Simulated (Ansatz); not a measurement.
# SnH₂O + NH₃: a complex and its separated parts

The complex below is one end of an elementary step. How strongly is it bound against its free parts?

Method: PBE0-D4/def2-TZVP structures, single points in def2-TZVPP, no counterpoise correction; program: Ansatz 0.2.0, Gaussian basis.

Levels: SPW92, PBE-D4, BLYP-D4, r2SCAN-D4, B97M-V, PBE0-D4, B3LYP-D4, r2SCAN0-D4, BHLYP-D4, CAM-B3LYP-D4, wB97X-V, wB97M-V, B2PLYP, PBE-QIDH, RPA on PBE, Hartree-Fock, MP2, CCSD, CCSD(T).

Correlated methods freeze the cores. Filled d shells of the heavier atoms are correlated. Core potentials replace the inner electrons past krypton, and spin-orbit coupling is left out. B3LYP uses VWN-RPA correlation. B2PLYP carries no dispersion term here.

51 further runs of the same task are left out: 1 that didn't finish, 50 set aside as unsound or not needed.

## Step 1: The starting structure

The complex: 8 atoms, charge 0, spin multiplicity 1.

Atoms are counted from 1 here; the program's logs count them from 0.

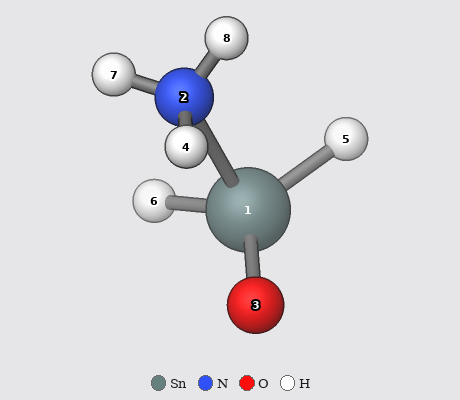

Start geometry, drawn with tin teal, nitrogen blue, oxygen red, hydrogen white; atoms are numbered from 1 in the order of the file.

Coordinates:

```xyz
8
charge 0, multiplicity 1
Sn   -1.1645    0.3944    0.1597
N     1.0401   -0.3487   -0.0993
O    -1.4166    0.3266   -1.6636
H     0.9655   -0.4081   -1.1149
H    -0.8040    1.8297    1.0435
H    -1.6742   -0.8284    1.2626
H     1.2711   -1.2640    0.2705
H     1.7825    0.2984    0.1416
```

Its parts: SnH₂O holds atoms 1, 3, 5, 6; NH₃ holds atoms 2, 4, 7, 8. Each part counts its atoms afresh in its own runs.

## Step 2: Relaxing SnH₂O alone

relax-a/in.yaml reads:

```yaml
crystal:
  periodic: [false, false, false]
  atoms:
    - {symbol: Sn, position_ang: [-1.164487, 0.394365, 0.159712]}
    - {symbol: O, position_ang: [-1.416628, 0.326620, -1.663604]}
    - {symbol: H, position_ang: [-0.803961, 1.829735, 1.043484]}
    - {symbol: H, position_ang: [-1.674160, -0.828447, 1.262564]}
basis:
  gaussian: {orbitals: def2-TZVP}
hamiltonian: {xc: pbe0, dispersion: d4}
relax: {f_tol: 0.005, max_steps: 200}
```

Command:

```console
$ ansatz run in.yaml --threads 4 --pin off --events-out ev --progress --plain --max-ram 9574MiB
```

After this run come: Relaxing NH₃ alone; SPW92/def2-TZVPP; PBE-D4/def2-TZVPP; BLYP-D4/def2-TZVPP; r2SCAN-D4/def2-TZVPP; B97M-V/def2-TZVPP; PBE0-D4/def2-TZVPP; B3LYP-D4/def2-TZVPP; r2SCAN0-D4/def2-TZVPP; BHLYP-D4/def2-TZVPP; CAM-B3LYP-D4/def2-TZVPP; wB97X-V/def2-TZVPP; wB97M-V/def2-TZVPP; B2PLYP/def2-TZVPP; PBE-QIDH/def2-TZVPP; RPA on PBE/def2-TZVPP; CCSD(T)/def2-TZVPP; Vibrations of SnH₂O; Vibrations of NH₃.

Q: Predict the outcome of this session. Wanted: complex less parts, CCSD(T)/def2-TZVPP; with zero-point energy; largest T1 diagnostic.

The runs gave:

```
                              quantity           value
complex less parts, CCSD(T)/def2-TZVPP  -20.9 kcal/mol
                with zero-point energy  -17.9 kcal/mol
                 largest T1 diagnostic           0.029
```

What this shows: At CCSD(T) the complex lies 20.9 kcal/mol below its parts. PBE-D4 is the best functional here (-1.0 kcal/mol from CCSD(T)); SPW92 is the worst (-7.1 kcal/mol). B3LYP-D4 is as near within the digits shown. Mean unsigned error by rung: LDA 7.1, GGA 1.1, meta-GGA 2.3, hybrid 3.1, range-separated hybrid 3.1, double hybrid 1.9 kcal/mol. PBE-D4 gives a relative energy 1.0 kcal/mol too low, inside chemical accuracy (1 kcal/mol). No counterpoise was applied, and triple zeta lacks some correlation, so the CCSD(T) reference has a basis error of its own, and close matches with it are partly luck. The T1 diagnostic is large here, over the usual mark for main-group molecules (transition-metal compounds often pass it harmlessly), so CCSD(T) itself may be off.
